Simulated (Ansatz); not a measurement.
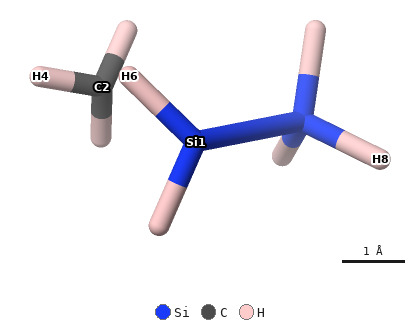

**Figure 1.** The input geometry (stick view, seen at a tilt; atoms are numbered from 1 in the order of the input). Bond lengths as drawn: C–H 1.09 Å, H–Si 1.48 to 1.51 Å and Si–Si 2.35 Å.

# Run report: CH₈Si₂, molecular dynamics (part 1 of 5)

The run: molecular dynamics of CH₈Si₂. Method and program: RHF/def2-SVP (Ansatz 0.2.0).

It belongs to a series of runs on one base structure; here: dynamics from the highest image of the converged band. Figures and captions count atoms from 1; the log counts them from 0 in places.

Output:
```
Engine: ansatz 0.2.0, aarch64-unknown-linux-gnu
Functional definition: HF
  exchange = exact_x
  correlation = 0
957 factors; integrals over basis functions are off by at most 3.5e-4 eV
mean field evaluation 1: about -16870.2099 eV, gradient 2.2e1 eV
mean field evaluation 2: about -16870.2358 eV, gradient 2.2e1 eV
mean field evaluation 4: about -16872.1214 eV, gradient 3.1e0 eV
mean field evaluation 8: about -16872.1793 eV, gradient 2.3e-1 eV
mean field -16872.18000986 eV, -620.0411789879 hartree, gradient 1.3e-5 eV, S^2 0.000000; 0 other end points of the search recorded, 0 dependent functions left out
the calculation of the forces begins
reference -16872.18000986 eV, -620.0411789879 hartree; 21, 21 occupied and 69, 69 virtual orbitals, 957 factors
md step     0: t =     0.00 fs  T =   300.0 K  F+E_penalty+E_count = -16872.18000986 eV  E_kin = 0.349002 eV  conserved = -16871.83100786 eV  (34 SCF iters)
these checks for a lower state are left out or cut short: starts, cluster_reference, orbital_swaps, neighbouring_geometries, increment
957 factors; integrals over basis functions are off by at most 3.4e-4 eV
mean field evaluation 16: about -16872.1672 eV, gradient 1.9e-1 eV
mean field -16872.16728277 eV, -620.0407112759 hartree, gradient 8.0e-6 eV, S^2 0.000000; 0 other end points of the search recorded, 0 dependent functions left out
the calculation of the forces begins
reference -16872.16728277 eV, -620.0407112759 hartree; 21, 21 occupied and 69, 69 virtual orbitals, 957 factors
md step     1: t =     0.50 fs  T =   289.2 K  F+E_penalty+E_count = -16872.16728277 eV  E_kin = 0.336471 eV  conserved = -16871.83081207 eV  (32 SCF iters)
[... from here on the SCF iterations and repeated set-up lines of each step are left out, up to the last step ...]
md step     2: t =     1.00 fs  T =   259.9 K  F+E_penalty+E_count = -16872.13250889 eV  E_kin = 0.302341 eV  conserved = -16871.83016781 eV  (33 SCF iters)
md step     3: t =     1.50 fs  T =   220.7 K  F+E_penalty+E_count = -16872.08597757 eV  E_kin = 0.256694 eV  conserved = -16871.82928341 eV  (32 SCF iters)
md step     4: t =     2.00 fs  T =   183.2 K  F+E_penalty+E_count = -16872.04159888 eV  E_kin = 0.213105 eV  conserved = -16871.82849424 eV  (27 SCF iters)
md step     5: t =     2.50 fs  T =   157.8 K  F+E_penalty+E_count = -16872.01170018 eV  E_kin = 0.183585 eV  conserved = -16871.82811560 eV  (25 SCF iters)
md step     6: t =     3.00 fs  T =   149.5 K  F+E_penalty+E_count = -16872.00223258 eV  E_kin = 0.173971 eV  conserved = -16871.82826202 eV  (26 SCF iters)
md step     7: t =     3.50 fs  T =   156.6 K  F+E_penalty+E_count = -16872.01100349 eV  E_kin = 0.182208 eV  conserved = -16871.82879550 eV  (27 SCF iters)
md step     8: t =     4.00 fs  T =   172.2 K  F+E_penalty+E_count = -16872.02971877 eV  E_kin = 0.200278 eV  conserved = -16871.82944115 eV  (33 SCF iters)
md step     9: t =     4.50 fs  T =   187.6 K  F+E_penalty+E_count = -16872.04818014 eV  E_kin = 0.218231 eV  conserved = -16871.82994890 eV  (32 SCF iters)
md step    10: t =     5.00 fs  T =   196.1 K  F+E_penalty+E_count = -16872.05825551 eV  E_kin = 0.228087 eV  conserved = -16871.83016901 eV  (32 SCF iters)
md step    11: t =     5.50 fs  T =   194.6 K  F+E_penalty+E_count = -16872.05637305 eV  E_kin = 0.226328 eV  conserved = -16871.83004466 eV  (32 SCF iters)
md step    12: t =     6.00 fs  T =   184.7 K  F+E_penalty+E_count = -16872.04448331 eV  E_kin = 0.214882 eV  conserved = -16871.82960086 eV  (32 SCF iters)
md step    13: t =     6.50 fs  T =   172.5 K  F+E_penalty+E_count = -16872.02959322 eV  E_kin = 0.200628 eV  conserved = -16871.82896510 eV  (31 SCF iters)
md step    14: t =     7.00 fs  T =   166.1 K  F+E_penalty+E_count = -16872.02165049 eV  E_kin = 0.193281 eV  conserved = -16871.82836959 eV  (32 SCF iters)
md step    15: t =     7.50 fs  T =   173.5 K  F+E_penalty+E_count = -16872.02989027 eV  E_kin = 0.201821 eV  conserved = -16871.82806934 eV  (33 SCF iters)
md step    16: t =     8.00 fs  T =   198.4 K  F+E_penalty+E_count = -16872.05895952 eV  E_kin = 0.230763 eV  conserved = -16871.82819635 eV  (32 SCF iters)
md step    17: t =     8.50 fs  T =   239.2 K  F+E_penalty+E_count = -16872.10696730 eV  E_kin = 0.278295 eV  conserved = -16871.82867256 eV  (31 SCF iters)
md step    18: t =     9.00 fs  T =   290.0 K  F+E_penalty+E_count = -16872.16669365 eV  E_kin = 0.337420 eV  conserved = -16871.82927379 eV  (32 SCF iters)
md step    19: t =     9.50 fs  T =   343.2 K  F+E_penalty+E_count = -16872.22904803 eV  E_kin = 0.399269 eV  conserved = -16871.82977902 eV  (31 SCF iters)
md step    20: t =    10.00 fs  T =   392.4 K  F+E_penalty+E_count = -16872.28658448 eV  E_kin = 0.456504 eV  conserved = -16871.83008038 eV  (31 SCF iters)
md step    21: t =    10.50 fs  T =   434.2 K  F+E_penalty+E_count = -16872.33536462 eV  E_kin = 0.505159 eV  conserved = -16871.83020605 eV  (32 SCF iters)
md step    22: t =    11.00 fs  T =   468.0 K  F+E_penalty+E_count = -16872.37471027 eV  E_kin = 0.544426 eV  conserved = -16871.83028461 eV  (32 SCF iters)
md step    23: t =    11.50 fs  T =   494.2 K  F+E_penalty+E_count = -16872.40534852 eV  E_kin = 0.574883 eV  conserved = -16871.83046567 eV  (30 SCF iters)
md step    24: t =    12.00 fs  T =   512.7 K  F+E_penalty+E_count = -16872.42726060 eV  E_kin = 0.596499 eV  conserved = -16871.83076131 eV  (31 SCF iters)
md step    25: t =    12.50 fs  T =   523.2 K  F+E_penalty+E_count = -16872.43952164 eV  E_kin = 0.608619 eV  conserved = -16871.83090305 eV  (31 SCF iters)
md step    26: t =    13.00 fs  T =   527.4 K  F+E_penalty+E_count = -16872.44396106 eV  E_kin = 0.613490 eV  conserved = -16871.83047064 eV  (23 SCF iters)
md step    27: t =    13.50 fs  T =   533.8 K  F+E_penalty+E_count = -16872.45040236 eV  E_kin = 0.620955 eV  conserved = -16871.82944738 eV  (23 SCF iters)
md step    28: t =    14.00 fs  T =   556.2 K  F+E_penalty+E_count = -16872.47574809 eV  E_kin = 0.647093 eV  conserved = -16871.82865488 eV  (22 SCF iters)
md step    29: t =    14.50 fs  T =   604.0 K  F+E_penalty+E_count = -16872.53179463 eV  E_kin = 0.702676 eV  conserved = -16871.82911860 eV  (24 SCF iters)
md step    30: t =    15.00 fs  T =   670.9 K  F+E_penalty+E_count = -16872.61122112 eV  E_kin = 0.780455 eV  conserved = -16871.83076589 eV  (24 SCF iters)
md step    31: t =    15.50 fs  T =   736.5 K  F+E_penalty+E_count = -16872.68910547 eV  E_kin = 0.856782 eV  conserved = -16871.83232368 eV  (32 SCF iters)
md step    32: t =    16.00 fs  T =   780.8 K  F+E_penalty+E_count = -16872.74105641 eV  E_kin = 0.908385 eV  conserved = -16871.83267174 eV  (32 SCF iters)
md step    33: t =    16.50 fs  T =   797.6 K  F+E_penalty+E_count = -16872.75964040 eV  E_kin = 0.927832 eV  conserved = -16871.83180867 eV  (32 SCF iters)
md step    34: t =    17.00 fs  T =   794.9 K  F+E_penalty+E_count = -16872.75527242 eV  E_kin = 0.924734 eV  conserved = -16871.83053820 eV  (32 SCF iters)
md step    35: t =    17.50 fs  T =   787.0 K  F+E_penalty+E_count = -16872.74515256 eV  E_kin = 0.915511 eV  conserved = -16871.82964130 eV  (32 SCF iters)
md step    36: t =    18.00 fs  T =   784.4 K  F+E_penalty+E_count = -16872.74186603 eV  E_kin = 0.912485 eV  conserved = -16871.82938123 eV  (32 SCF iters)
md step    37: t =    18.50 fs  T =   790.4 K  F+E_penalty+E_count = -16872.74910554 eV  E_kin = 0.919549 eV  conserved = -16871.82955663 eV  (32 SCF iters)
md step    38: t =    19.00 fs  T =   803.2 K  F+E_penalty+E_count = -16872.76422415 eV  E_kin = 0.934401 eV  conserved = -16871.82982276 eV  (33 SCF iters)
md step    39: t =    19.50 fs  T =   819.4 K  F+E_penalty+E_count = -16872.78318387 eV  E_kin = 0.953249 eV  conserved = -16871.82993534 eV  (31 SCF iters)
md step    40: t =    20.00 fs  T =   837.6 K  F+E_penalty+E_count = -16872.80426120 eV  E_kin = 0.974455 eV  conserved = -16871.82980639 eV  (31 SCF iters)
md step    41: t =    20.50 fs  T =   859.6 K  F+E_penalty+E_count = -16872.82946641 eV  E_kin = 0.999997 eV  conserved = -16871.82946934 eV  (31 SCF iters)
md step    42: t =    21.00 fs  T =   889.6 K  F+E_penalty+E_count = -16872.86399367 eV  E_kin = 1.034923 eV  conserved = -16871.82907077 eV  (31 SCF iters)
md step    43: t =    21.50 fs  T =   932.7 K  F+E_penalty+E_count = -16872.91386893 eV  E_kin = 1.084997 eV  conserved = -16871.82887166 eV  (33 SCF iters)
md step    44: t =    22.00 fs  T =   990.9 K  F+E_penalty+E_count = -16872.98192409 eV  E_kin = 1.152749 eV  conserved = -16871.82917558 eV  (32 SCF iters)
md step    45: t =    22.50 fs  T =  1060.0 K  F+E_penalty+E_count = -16873.06332481 eV  E_kin = 1.233182 eV  conserved = -16871.83014261 eV  (33 SCF iters)
md step    46: t =    23.00 fs  T =  1127.7 K  F+E_penalty+E_count = -16873.14343053 eV  E_kin = 1.311842 eV  conserved = -16871.83158886 eV  (32 SCF iters)
md step    47: t =    23.50 fs  T =  1175.9 K  F+E_penalty+E_count = -16873.20085151 eV  E_kin = 1.367915 eV  conserved = -16871.83293620 eV  (30 SCF iters)
md step    48: t =    24.00 fs  T =  1188.7 K  F+E_penalty+E_count = -16873.21627837 eV  E_kin = 1.382866 eV  conserved = -16871.83341232 eV  (30 SCF iters)
md step    49: t =    24.50 fs  T =  1161.6 K  F+E_penalty+E_count = -16873.18388347 eV  E_kin = 1.351380 eV  conserved = -16871.83250369 eV  (31 SCF iters)
md step    50: t =    25.00 fs  T =  1107.1 K  F+E_penalty+E_count = -16873.11841091 eV  E_kin = 1.287915 eV  conserved = -16871.83049621 eV  (32 SCF iters)
md step    51: t =    25.50 fs  T =  1050.4 K  F+E_penalty+E_count = -16873.05044701 eV  E_kin = 1.221917 eV  conserved = -16871.82853038 eV  (32 SCF iters)
md step    52: t =    26.00 fs  T =  1016.0 K  F+E_penalty+E_count = -16873.00974353 eV  E_kin = 1.182003 eV  conserved = -16871.82774028 eV  (32 SCF iters)
md step    53: t =    26.50 fs  T =  1014.8 K  F+E_penalty+E_count = -16873.00884521 eV  E_kin = 1.180582 eV  conserved = -16871.82826363 eV  (33 SCF iters)
md step    54: t =    27.00 fs  T =  1041.1 K  F+E_penalty+E_count = -16873.04049349 eV  E_kin = 1.211108 eV  conserved = -16871.82938555 eV  (33 SCF iters)
md step    55: t =    27.50 fs  T =  1080.5 K  F+E_penalty+E_count = -16873.08735569 eV  E_kin = 1.256940 eV  conserved = -16871.83041559 eV  (33 SCF iters)
md step    56: t =    28.00 fs  T =  1118.6 K  F+E_penalty+E_count = -16873.13240797 eV  E_kin = 1.301331 eV  conserved = -16871.83107686 eV  (33 SCF iters)
md step    57: t =    28.50 fs  T =  1145.5 K  F+E_penalty+E_count = -16873.16388717 eV  E_kin = 1.332553 eV  conserved = -16871.83133447 eV  (33 SCF iters)
md step    58: t =    29.00 fs  T =  1156.3 K  F+E_penalty+E_count = -16873.17643586 eV  E_kin = 1.345213 eV  conserved = -16871.83122257 eV  (33 SCF iters)
md step    59: t =    29.50 fs  T =  1151.9 K  F+E_penalty+E_count = -16873.17082358 eV  E_kin = 1.340014 eV  conserved = -16871.83080962 eV  (32 SCF iters)
md step    60: t =    30.00 fs  T =  1137.0 K  F+E_penalty+E_count = -16873.15294562 eV  E_kin = 1.322760 eV  conserved = -16871.83018582 eV  (32 SCF iters)
md step    61: t =    30.50 fs  T =  1120.0 K  F+E_penalty+E_count = -16873.13235514 eV  E_kin = 1.302903 eV  conserved = -16871.82945205 eV  (33 SCF iters)
md step    62: t =    31.00 fs  T =  1110.4 K  F+E_penalty+E_count = -16873.12049640 eV  E_kin = 1.291751 eV  conserved = -16871.82874545 eV  (33 SCF iters)
md step    63: t =    31.50 fs  T =  1117.5 K  F+E_penalty+E_count = -16873.12833484 eV  E_kin = 1.300058 eV  conserved = -16871.82827694 eV  (33 SCF iters)
md step    64: t =    32.00 fs  T =  1147.3 K  F+E_penalty+E_count = -16873.16297506 eV  E_kin = 1.334670 eV  conserved = -16871.82830484 eV  (35 SCF iters)
md step    65: t =    32.50 fs  T =  1198.9 K  F+E_penalty+E_count = -16873.22378347 eV  E_kin = 1.394775 eV  conserved = -16871.82900850 eV  (33 SCF iters)
md step    66: t =    33.00 fs  T =  1263.2 K  F+E_penalty+E_count = -16873.29988632 eV  E_kin = 1.469548 eV  conserved = -16871.83033818 eV  (33 SCF iters)
md step    67: t =    33.50 fs  T =  1323.2 K  F+E_penalty+E_count = -16873.37124601 eV  E_kin = 1.539305 eV  conserved = -16871.83194055 eV  (32 SCF iters)
md step    68: t =    34.00 fs  T =  1359.2 K  F+E_penalty+E_count = -16873.41436426 eV  E_kin = 1.581162 eV  conserved = -16871.83320250 eV  (32 SCF iters)
md step    69: t =    34.50 fs  T =  1356.8 K  F+E_penalty+E_count = -16873.41181374 eV  E_kin = 1.578388 eV  conserved = -16871.83342571 eV  (32 SCF iters)
md step    70: t =    35.00 fs  T =  1315.5 K  F+E_penalty+E_count = -16873.36259634 eV  E_kin = 1.530379 eV  conserved = -16871.83221729 eV  (32 SCF iters)
md step    71: t =    35.50 fs  T =  1252.6 K  F+E_penalty+E_count = -16873.28722803 eV  E_kin = 1.457220 eV  conserved = -16871.83000796 eV  (33 SCF iters)
md step    72: t =    36.00 fs  T =  1196.8 K  F+E_penalty+E_count = -16873.22038778 eV  E_kin = 1.392306 eV  conserved = -16871.82808187 eV  (33 SCF iters)
md step    73: t =    36.50 fs  T =  1172.6 K  F+E_penalty+E_count = -16873.19173335 eV  E_kin = 1.364141 eV  conserved = -16871.82759187 eV  (32 SCF iters)
md step    74: t =    37.00 fs  T =  1186.7 K  F+E_penalty+E_count = -16873.20910077 eV  E_kin = 1.380583 eV  conserved = -16871.82851825 eV  (33 SCF iters)
md step    75: t =    37.50 fs  T =  1227.8 K  F+E_penalty+E_count = -16873.25835652 eV  E_kin = 1.428401 eV  conserved = -16871.82995503 eV  (33 SCF iters)
md step    76: t =    38.00 fs  T =  1276.7 K  F+E_penalty+E_count = -16873.31634347 eV  E_kin = 1.485216 eV  conserved = -16871.83112793 eV  (32 SCF iters)
md step    77: t =    38.50 fs  T =  1316.2 K  F+E_penalty+E_count = -16873.36299744 eV  E_kin = 1.531239 eV  conserved = -16871.83175795 eV  (32 SCF iters)
md step    78: t =    39.00 fs  T =  1336.4 K  F+E_penalty+E_count = -16873.38656604 eV  E_kin = 1.554735 eV  conserved = -16871.83183129 eV  (32 SCF iters)
md step    79: t =    39.50 fs  T =  1334.9 K  F+E_penalty+E_count = -16873.38439714 eV  E_kin = 1.552979 eV  conserved = -16871.83141777 eV  (32 SCF iters)
md step    80: t =    40.00 fs  T =  1316.3 K  F+E_penalty+E_count = -16873.36198059 eV  E_kin = 1.531335 eV  conserved = -16871.83064558 eV  (32 SCF iters)
md step    81: t =    40.50 fs  T =  1290.4 K  F+E_penalty+E_count = -16873.33088499 eV  E_kin = 1.501186 eV  conserved = -16871.82969863 eV  (33 SCF iters)
md step    82: t =    41.00 fs  T =  1269.5 K  F+E_penalty+E_count = -16873.30571492 eV  E_kin = 1.476906 eV  conserved = -16871.82880897 eV  (33 SCF iters)
md step    83: t =    41.50 fs  T =  1265.4 K  F+E_penalty+E_count = -16873.30027768 eV  E_kin = 1.472039 eV  conserved = -16871.82823848 eV  (34 SCF iters)
md step    84: t =    42.00 fs  T =  1285.2 K  F+E_penalty+E_count = -16873.32336873 eV  E_kin = 1.495155 eV  conserved = -16871.82821378 eV  (33 SCF iters)
md step    85: t =    42.50 fs  T =  1329.3 K  F+E_penalty+E_count = -16873.37524036 eV  E_kin = 1.546414 eV  conserved = -16871.82882607 eV  (33 SCF iters)
md step    86: t =    43.00 fs  T =  1389.4 K  F+E_penalty+E_count = -16873.44626632 eV  E_kin = 1.616300 eV  conserved = -16871.82996650 eV  (36 SCF iters)
md step    87: t =    43.50 fs  T =  1450.5 K  F+E_penalty+E_count = -16873.51871942 eV  E_kin = 1.687369 eV  conserved = -16871.83135043 eV  (32 SCF iters)
md step    88: t =    44.00 fs  T =  1494.6 K  F+E_penalty+E_count = -16873.57135067 eV  E_kin = 1.738777 eV  conserved = -16871.83257335 eV  (32 SCF iters)
md step    89: t =    44.50 fs  T =  1506.6 K  F+E_penalty+E_count = -16873.58587996 eV  E_kin = 1.752719 eV  conserved = -16871.83316110 eV  (34 SCF iters)
md step    90: t =    45.00 fs  T =  1479.9 K  F+E_penalty+E_count = -16873.55436637 eV  E_kin = 1.721661 eV  conserved = -16871.83270573 eV  (32 SCF iters)
md step    91: t =    45.50 fs  T =  1421.7 K  F+E_penalty+E_count = -16873.48507392 eV  E_kin = 1.653881 eV  conserved = -16871.83119252 eV  (32 SCF iters)
md step    92: t =    46.00 fs  T =  1351.9 K  F+E_penalty+E_count = -16873.40204236 eV  E_kin = 1.572754 eV  conserved = -16871.82928822 eV  (33 SCF iters)
md step    93: t =    46.50 fs  T =  1295.2 K  F+E_penalty+E_count = -16873.33477614 eV  E_kin = 1.506739 eV  conserved = -16871.82803750 eV  (33 SCF iters)
md step    94: t =    47.00 fs  T =  1267.8 K  F+E_penalty+E_count = -16873.30292480 eV  E_kin = 1.474941 eV  conserved = -16871.82798425 eV  (34 SCF iters)
md step    95: t =    47.50 fs  T =  1271.6 K  F+E_penalty+E_count = -16873.30812081 eV  E_kin = 1.479338 eV  conserved = -16871.82878240 eV  (34 SCF iters)
md step    96: t =    48.00 fs  T =  1296.8 K  F+E_penalty+E_count = -16873.33837650 eV  E_kin = 1.508591 eV  conserved = -16871.82978581 eV  (33 SCF iters)
md step    97: t =    48.50 fs  T =  1329.6 K  F+E_penalty+E_count = -16873.37741577 eV  E_kin = 1.546768 eV  conserved = -16871.83064775 eV  (33 SCF iters)
md step    98: t =    49.00 fs  T =  1357.5 K  F+E_penalty+E_count = -16873.41052817 eV  E_kin = 1.579261 eV  conserved = -16871.83126692 eV  (26 SCF iters)
md step    99: t =    49.50 fs  T =  1371.3 K  F+E_penalty+E_count = -16873.42688245 eV  E_kin = 1.595338 eV  conserved = -16871.83154463 eV  (26 SCF iters)
md step   100: t =    50.00 fs  T =  1366.7 K  F+E_penalty+E_count = -16873.42133245 eV  E_kin = 1.589960 eV  conserved = -16871.83137281 eV  (26 SCF iters)
md step   101: t =    50.50 fs  T =  1345.5 K  F+E_penalty+E_count = -16873.39601586 eV  E_kin = 1.565263 eV  conserved = -16871.83075290 eV  (26 SCF iters)
md step   102: t =    51.00 fs  T =  1315.5 K  F+E_penalty+E_count = -16873.36020232 eV  E_kin = 1.530345 eV  conserved = -16871.82985757 eV  (26 SCF iters)
md step   103: t =    51.50 fs  T =  1288.1 K  F+E_penalty+E_count = -16873.32749778 eV  E_kin = 1.498495 eV  conserved = -16871.82900288 eV  (26 SCF iters)
md step   104: t =    52.00 fs  T =  1274.3 K  F+E_penalty+E_count = -16873.31091795 eV  E_kin = 1.482390 eV  conserved = -16871.82852765 eV  (26 SCF iters)
md step   105: t =    52.50 fs  T =  1280.0 K  F+E_penalty+E_count = -16873.31769772 eV  E_kin = 1.489064 eV  conserved = -16871.82863340 eV  (26 SCF iters)
md step   106: t =    53.00 fs  T =  1303.9 K  F+E_penalty+E_count = -16873.34622786 eV  E_kin = 1.516937 eV  conserved = -16871.82929130 eV  (26 SCF iters)
md step   107: t =    53.50 fs  T =  1337.7 K  F+E_penalty+E_count = -16873.38647407 eV  E_kin = 1.556188 eV  conserved = -16871.83028654 eV  (26 SCF iters)
md step   108: t =    54.00 fs  T =  1368.5 K  F+E_penalty+E_count = -16873.42332799 eV  E_kin = 1.592012 eV  conserved = -16871.83131564 eV  (26 SCF iters)
md step   109: t =    54.50 fs  T =  1383.5 K  F+E_penalty+E_count = -16873.44147885 eV  E_kin = 1.609440 eV  conserved = -16871.83203836 eV  (26 SCF iters)
md step   110: t =    55.00 fs  T =  1374.3 K  F+E_penalty+E_count = -16873.43086141 eV  E_kin = 1.598745 eV  conserved = -16871.83211668 eV  (26 SCF iters)
md step   111: t =    55.50 fs  T =  1341.3 K  F+E_penalty+E_count = -16873.39174439 eV  E_kin = 1.560365 eV  conserved = -16871.83137963 eV  (32 SCF iters)
md step   112: t =    56.00 fs  T =  1295.2 K  F+E_penalty+E_count = -16873.33683538 eV  E_kin = 1.506745 eV  conserved = -16871.83009077 eV  (26 SCF iters)
md step   113: t =    56.50 fs  T =  1253.1 K  F+E_penalty+E_count = -16873.28678557 eV  E_kin = 1.457828 eV  conserved = -16871.82895747 eV  (26 SCF iters)
md step   114: t =    57.00 fs  T =  1230.0 K  F+E_penalty+E_count = -16873.25954799 eV  E_kin = 1.430955 eV  conserved = -16871.82859275 eV  (26 SCF iters)
md step   115: t =    57.50 fs  T =  1231.3 K  F+E_penalty+E_count = -16873.26134045 eV  E_kin = 1.432373 eV  conserved = -16871.82896702 eV  (26 SCF iters)
md step   116: t =    58.00 fs  T =  1252.5 K  F+E_penalty+E_count = -16873.28669498 eV  E_kin = 1.457072 eV  conserved = -16871.82962279 eV  (26 SCF iters)
md step   117: t =    58.50 fs  T =  1284.7 K  F+E_penalty+E_count = -16873.32485020 eV  E_kin = 1.494576 eV  conserved = -16871.83027401 eV  (26 SCF iters)
md step   118: t =    59.00 fs  T =  1318.2 K  F+E_penalty+E_count = -16873.36443677 eV  E_kin = 1.533554 eV  conserved = -16871.83088254 eV  (26 SCF iters)
md step   119: t =    59.50 fs  T =  1344.1 K  F+E_penalty+E_count = -16873.39492061 eV  E_kin = 1.563591 eV  conserved = -16871.83132935 eV  (26 SCF iters)
md step   120: t =    60.00 fs  T =  1355.9 K  F+E_penalty+E_count = -16873.40878555 eV  E_kin = 1.577430 eV  conserved = -16871.83135563 eV  (26 SCF iters)
md step   121: t =    60.50 fs  T =  1353.4 K  F+E_penalty+E_count = -16873.40529213 eV  E_kin = 1.574471 eV  conserved = -16871.83082113 eV  (26 SCF iters)
md step   122: t =    61.00 fs  T =  1343.1 K  F+E_penalty+E_count = -16873.39236329 eV  E_kin = 1.562464 eV  conserved = -16871.82989922 eV  (26 SCF iters)
```
